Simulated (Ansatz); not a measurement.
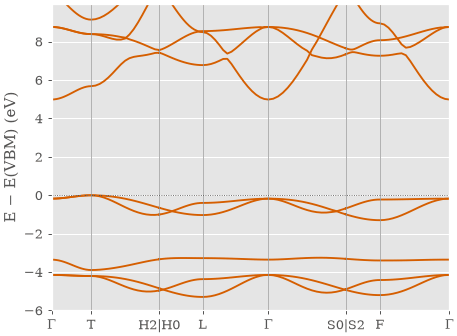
Fig. 1. Band structure from plane-wave PAW r²SCAN (Ansatz code)

Task: Read off the gap and where the band edges lie.

Result: About 5.0 eV (4.99 eV by a search for the band edges); maximum at T, minimum at Γ.

Task: Pick the material that matches.
(A) KZn2BCl2O3, R32 (Pearson symbol hR9)
(B) LiNbO3, R3c (Li on 6a, Nb on 6a, O on 18b)
(C) AlBO3, R-3c (Al on 6b, B on 6a, O on 18e)
(D) NaCNO, R3m (Na on 3a, C on 3a, N on 3a, O on 3a)

Result: D, NaCNO, R3m (Na on 3a, C on 3a, N on 3a, O on 3a)

The first step of the workflow began from a Materials Project structure, measured or hypothetical; the Crystallography Open Database files this formula in space group No. 160, but the cells were not matched. Its standing as an ambient phase is unchecked. The cell was relaxed with r²SCAN under the symmetry of its start; its stability against distortions is not shown here.

Potentials: the later of the program's two PAW sets.
